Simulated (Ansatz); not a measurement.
## Run report: CH$_{5}$BClN, molecular dynamics (part 2 of 2)

CH$_{5}$BClN; RKS BLYP-d3bjatm/def2-SVP (Ansatz 0.2.0). The geometry comes from this level: PBE0-D4/def2-TZVP.

Geometry of the input (Å):
```
N  -0.9825  0.9020  0.1036
C  0.1044  0.0533  0.5320
B  0.5773  -1.0556  -0.4402
Cl 0.0542  -1.0972  -2.1081
H  -0.9103  1.1293  -0.8789
H  -1.0205  1.7646  0.6276
H  1.0535  0.5864  0.7614
H  -0.1459  -0.4394  1.4830
H  1.3582  -1.8897  -0.0976
```

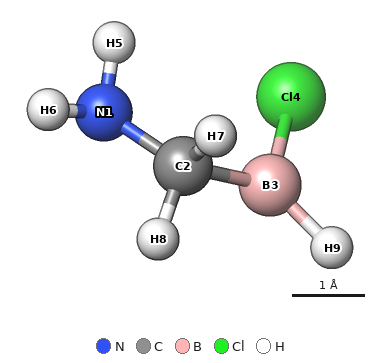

The geometry at step 13 of the log (ball-and-stick view, seen at a tilt; atoms are numbered from 1 in the order of the input).

### Trajectory as extended XYZ, continued
```
9
Properties=species:S:1:pos:R:3:forces:R:3 step=5 time_fs=10.0 energy=-15799.97453 temperature=302.4
N    -0.9982    0.8758    0.0851    0.3623   0.2262   0.1816
C     0.1387    0.0757    0.5955    0.2010   0.1292  -1.7799
B     0.5072   -1.0542   -0.4626    0.1730   0.6308   1.7961
Cl    0.0635   -1.1018   -2.1190   -0.4323   0.1345  -1.0253
H    -0.7245    1.2770   -0.8354   -0.1910  -0.2570   0.3525
H    -1.1717    1.6917    0.6764   -0.0450   0.2669   0.2425
H     1.1762    0.5925    0.6354   -0.5568  -0.0475   0.1074
H     0.0154   -0.3211    1.6223   -0.3001  -0.0445  -0.0400
H     1.2715   -1.8449   -0.0777    0.7890  -1.0384   0.1650
9
Properties=species:S:1:pos:R:3:forces:R:3 step=6 time_fs=12.0 energy=-15799.93276 temperature=276.3
N    -1.0039    0.8756    0.0872    0.8658   0.7680  -0.5406
C     0.1501    0.0795    0.5955   -0.8784   0.1368  -2.3800
B     0.5010   -1.0530   -0.4424    0.4105   0.0013   1.0727
Cl    0.0639   -1.1025   -2.1253   -0.3256   0.1957  -0.4954
H    -0.6615    1.2671   -0.8584   -0.8888  -0.2633   1.5734
H    -1.2077    1.6717    0.7304    0.2371  -0.1701  -0.5613
H     1.1425    0.5815    0.6201    0.4786   0.5368   0.1489
H     0.0165   -0.2766    1.6001   -0.3516  -0.5494   1.0453
H     1.2739   -1.8778   -0.0944    0.4524  -0.6558   0.1371
9
Properties=species:S:1:pos:R:3:forces:R:3 step=7 time_fs=14.0 energy=-15799.94918 temperature=282.7
N    -1.0073    0.8774    0.0878    0.8299   0.2374   0.1825
C     0.1587    0.0837    0.5879   -1.7066  -0.1284  -1.0584
B     0.4962   -1.0519   -0.4183    1.0620  -1.1412   0.3019
Cl    0.0639   -1.1030   -2.1322   -0.2188   0.2468   0.0565
H    -0.6326    1.2471   -0.8212   -0.8911   0.3547   0.7516
H    -1.2346    1.6452    0.7629    0.3504  -0.1746  -0.8039
H     1.1272    0.5911    0.6106    0.9711   0.7828   0.1828
H     0.0042   -0.2532    1.6178   -0.1089  -0.3874   0.3778
H     1.2937   -1.9358   -0.1058   -0.2879   0.2099   0.0092
9
Properties=species:S:1:pos:R:3:forces:R:3 step=8 time_fs=16.0 energy=-15799.90304 temperature=240.4
N    -1.0083    0.8799    0.0890    0.2968  -1.2992   1.6594
C     0.1618    0.0875    0.5769   -1.2643   0.2440   0.7275
B     0.4953   -1.0548   -0.3931    1.4141  -1.8452  -0.5868
Cl    0.0637   -1.1032   -2.1391   -0.1192   0.2706   0.5495
H    -0.6379    1.2408   -0.7552   -0.1312   1.3391  -1.5394
H    -1.2480    1.6120    0.7646    0.1669   0.3930  -0.2437
H     1.1490    0.6306    0.6080    0.1095   0.1940   0.1676
H    -0.0123   -0.2445    1.6501    0.2197  -0.0295  -0.7767
H     1.3024   -1.9857   -0.1169   -0.6921   0.7332   0.0427
9
Properties=species:S:1:pos:R:3:forces:R:3 step=9 time_fs=18.0 energy=-15799.90662 temperature=242.8
N    -1.0085    0.8789    0.0947    0.6211  -1.4710   0.3409
C     0.1608    0.0921    0.5682   -0.4661   0.8553   1.3408
B     0.4994   -1.0643   -0.3701    1.2232  -1.7285  -1.3722
Cl    0.0634   -1.1031   -2.1453   -0.0216   0.2571   0.9318
H    -0.6481    1.2856   -0.7482   -0.3055   0.9278  -1.0243
H    -1.2551    1.5939    0.7570   -0.0481   0.8929   0.4646
H     1.1750    0.6776    0.6119   -0.7421  -0.4672   0.1035
H    -0.0205   -0.2371    1.6526    0.3232   0.0739  -0.9919
H     1.2846   -2.0075   -0.1264   -0.5842   0.6597   0.2068
9
Properties=species:S:1:pos:R:3:forces:R:3 step=10 time_fs=20.0 energy=-15799.96164 temperature=291.3
N    -1.0070    0.8737    0.1013    0.6767   0.5238  -1.2668
C     0.1584    0.0994    0.5638    0.1695   1.0863   0.5950
B     0.5079   -1.0800   -0.3519    0.4259  -0.6981  -1.9303
Cl    0.0630   -1.1027   -2.1506    0.0823   0.2049   1.2078
H    -0.6700    1.3660   -0.7803   -0.8207  -0.4383   0.9631
H    -1.2640    1.6099    0.7672    0.1645   0.1776   0.0902
H     1.1726    0.7066    0.6197   -0.8755  -0.6837   0.0432
H    -0.0162   -0.2267    1.6171    0.1555  -0.1175  -0.1449
H     1.2444   -2.0041   -0.1279    0.0217  -0.0550   0.4427
9
Properties=species:S:1:pos:R:3:forces:R:3 step=11 time_fs=22.0 energy=-15799.91572 temperature=258.8
N    -1.0037    0.8700    0.1045   -0.1571   1.9748  -1.0396
C     0.1564    0.1102    0.5613    0.3936   0.6883  -0.7015
B     0.5179   -1.0982   -0.3406   -0.5449   0.6520  -2.2198
Cl    0.0627   -1.1021   -2.1545    0.1930   0.1226   1.4077
H    -0.7234    1.4296   -0.7756   -0.5401  -1.0464   1.2378
H    -1.2666    1.6328    0.7808    0.3684  -0.6723  -0.3636
H     1.1366    0.7095    0.6292   -0.2740  -0.3562   0.0135
H    -0.0060   -0.2209    1.5760   -0.1397  -0.4313   1.0325
H     1.2051   -2.0028   -0.1125    0.7008  -0.9315   0.6330
9
Properties=species:S:1:pos:R:3:forces:R:3 step=12 time_fs=24.0 energy=-15799.95097 temperature=276.3
N    -1.0008    0.8718    0.1048   -0.9925   1.4673   0.2246
C     0.1558    0.1232    0.5566   -0.2043  -0.5847  -0.7016
B     0.5259   -1.1141   -0.3373   -0.6702   0.8869  -2.0447
Cl    0.0626   -1.1014   -2.1569    0.2943   0.0283   1.5355
H    -0.7974    1.4532   -0.7235    0.2016  -0.5215  -0.2542
H    -1.2552    1.6299    0.7806    0.1925  -0.6524  -0.0258
H     1.0902    0.6988    0.6391    0.8653   0.3859   0.0506
H    -0.0011   -0.2316    1.5745   -0.2125  -0.3029   0.7276
H     1.1926   -2.0371   -0.0729    0.5258  -0.7068   0.4880
9
Properties=species:S:1:pos:R:3:forces:R:3 step=13 time_fs=26.0 energy=-15799.88806 temperature=231.9
N    -1.0006    0.8776    0.1057   -1.2321  -0.2924   1.3644
C     0.1545    0.1344    0.5497   -0.3799  -1.6148   0.1299
B     0.5316   -1.1267   -0.3412   -0.1781   0.2577  -1.4601
Cl    0.0629   -1.1006   -2.1576    0.3725  -0.0657   1.5798
H    -0.8638    1.4568   -0.6811    0.7469   0.4899  -2.0782
H    -1.2363    1.6020    0.7793   -0.2171   0.1146   0.8311
H     1.0769    0.7028    0.6511    1.1834   0.6076   0.0747
H    -0.0044   -0.2539    1.6009   -0.0964   0.1628  -0.4676
H     1.2002   -2.0985   -0.0145   -0.1993   0.3402   0.0260
9
Properties=species:S:1:pos:R:3:forces:R:3 step=14 time_fs=28.0 energy=-15799.90396 temperature=230.2
N    -1.0038    0.8826    0.1104   -0.9250   0.4107  -0.0491
C     0.1519    0.1403    0.5431    0.7152  -1.4663   0.4651
B     0.5366   -1.1385   -0.3504    0.0813  -0.0124  -0.8447
Cl    0.0635   -1.0999   -2.1566    0.4272  -0.1546   1.5347
H    -0.9015    1.4791   -0.7183    0.5344  -0.4920  -0.4369
H    -1.2258    1.5786    0.8098   -0.3181   0.3884   0.7502
H     1.1089    0.7301    0.6659    0.1182  -0.0839  -0.0547
H    -0.0113   -0.2700    1.6093   -0.0200   0.4105  -0.9693
H     1.2002   -2.1469    0.0448   -0.6132   0.9997  -0.3954
9
Properties=species:S:1:pos:R:3:forces:R:3 step=15 time_fs=30.0 energy=-15799.87783 temperature=214.5
N    -1.0095    0.8887    0.1149   -0.7570   1.5129  -0.4259
C     0.1517    0.1416    0.5380    1.4769  -0.9427  -0.0455
B     0.5419   -1.1503   -0.3625   -0.0634   0.3165  -0.4000
Cl    0.0647   -1.0994   -2.1539    0.4574  -0.2305   1.4080
H    -0.9187    1.4826   -0.7722    0.3105  -1.1310   1.1944
H    -1.2274    1.5700    0.8691   -0.0872  -0.1419  -0.4393
H     1.1454    0.7542    0.6786   -0.7275  -0.6315  -0.1949
H    -0.0190   -0.2703    1.5807   -0.0378   0.2675  -0.5020
H     1.1767   -2.1570    0.0890   -0.5719   0.9806  -0.5948
9
Properties=species:S:1:pos:R:3:forces:R:3 step=16 time_fs=32.0 energy=-15799.91354 temperature=245.3
N    -1.0174    0.8990    0.1183   -0.3593   0.9008   0.3540
C     0.1562    0.1398    0.5328    1.3872  -0.4431  -1.1737
B     0.5470   -1.1610   -0.3761   -0.5747   1.1652  -0.2235
Cl    0.0663   -1.0991   -2.1497    0.4614  -0.2864   1.2107
H    -0.9241    1.4428   -0.7804    0.1985  -0.5490   0.9980
H    -1.2324    1.5559    0.9115   -0.0032  -0.2256  -1.0704
H     1.1541    0.7541    0.6838   -0.8360  -0.6637  -0.2456
H    -0.0282   -0.2604    1.5328   -0.1393  -0.2050   0.6340
H     1.1313   -2.1295    0.1104   -0.1347   0.3067  -0.4835
9
Properties=species:S:1:pos:R:3:forces:R:3 step=17 time_fs=34.0 energy=-15799.91557 temperature=243.7
N    -1.0262    0.9118    0.1226    0.2223  -1.2547   1.5779
C     0.1652    0.1366    0.5239    0.3653  -0.5579  -1.4714
B     0.5501   -1.1675   -0.3905   -1.2531   2.2284  -0.2998
Cl    0.0684   -1.0992   -2.1441    0.4322  -0.3174   0.9421
H    -0.9219    1.3820   -0.7504    0.2074   0.8466  -0.9254
H    -1.2375    1.5332    0.9130   -0.1631   0.4248  -0.5509
H     1.1307    0.7286    0.6796   -0.2136  -0.1820  -0.1686
H    -0.0427   -0.2584    1.5091   -0.0995  -0.4394   0.9896
H     1.0807   -2.0902    0.1132    0.5022  -0.7485  -0.0933
9
Properties=species:S:1:pos:R:3:forces:R:3 step=18 time_fs=36.0 energy=-15799.87416 temperature=211.5
N    -1.0344    0.9211    0.1313    0.8937  -2.4051   0.3772
C     0.1753    0.1316    0.5101   -1.3600  -1.3219  -0.3521
B     0.5486   -1.1661   -0.4060   -1.4337   2.4023  -0.1071
Cl    0.0710   -1.0996   -2.1376    0.3550  -0.3133   0.5771
H    -0.9117    1.3536   -0.7558    0.0495   1.0255  -1.0030
H    -1.2488    1.5268    0.8934   -0.3240   1.2498   0.4614
H     1.0992    0.6961    0.6690    0.8754   0.5797   0.0365
H    -0.0610   -0.2731    1.5234    0.2354  -0.1376  -0.0223
H     1.0493   -2.0797    0.1125    0.7088  -1.0794   0.0324
9
Properties=species:S:1:pos:R:3:forces:R:3 step=19 time_fs=38.0 energy=-15799.92947 temperature=259.8
N    -1.0402    0.9238    0.1410    1.0560  -1.1064  -1.2989
C     0.1811    0.1223    0.4953   -1.9297  -1.1394   0.7777
B     0.5421   -1.1561   -0.4218   -0.8766   1.2756   0.6010
Cl    0.0740   -1.1003   -2.1304    0.2274  -0.2709   0.1103
H    -0.8997    1.3644   -0.7996   -0.2929   0.1021   1.0044
H    -1.2726    1.5683    0.8914    0.0942   0.6334  -0.1040
H     1.1012    0.6858    0.6597    0.9342   0.6059   0.0858
H    -0.0703   -0.2932    1.5368    0.4980   0.1305  -0.7989
H     1.0451   -2.1104    0.1131    0.2894  -0.2308  -0.3773
9
Properties=species:S:1:pos:R:3:forces:R:3 step=20 time_fs=40.0 energy=-15799.93803 temperature=276.8
N    -1.0430    0.9234    0.1472    0.6989   0.1410  -1.0184
C     0.1807    0.1094    0.4830   -1.0336   0.1756   1.2734
B     0.5324   -1.1415   -0.4355   -0.2162   0.0467   1.1472
Cl    0.0772   -1.1013   -2.1231    0.0695  -0.2048  -0.4034
H    -0.8988    1.3792   -0.8050   -0.3318  -0.2402   1.3988
H    -1.2927    1.6340    0.8855    0.6289  -0.5303  -0.9138
H     1.1390    0.6987    0.6538   -0.1634  -0.1607  -0.1133
H    -0.0605   -0.3082    1.5197    0.4793   0.1182  -0.6809
H     1.0520   -2.1500    0.0992   -0.1316   0.6546  -0.6896
```

### Summary

- outcome: finished
- mean temperature over the second half: 249 K
- trajectory: 20 steps, 40 fs
- ensemble: nve
- temperature in the input: 500 K
- time step: 2 fs
- potential energy (last step): −15799.9383 eV
- mean-field energy (last step): −15799.5867 eV
- dispersion energy (last step): −0.3517 eV
- SCF solution under orbital rotations (last step): stable
- largest force (length of the vector) (last step): 1.649 eV/Å
- dipole moment (last step): 1.62 D
- hardware: 2 threads of Arm Neoverse V2, 23 GiB of memory available, shared host
- wall time: 21 s (CPU time 41 s)
- peak memory: 0.38 GiB

### Remarks

So short a trajectory is not equilibrated.
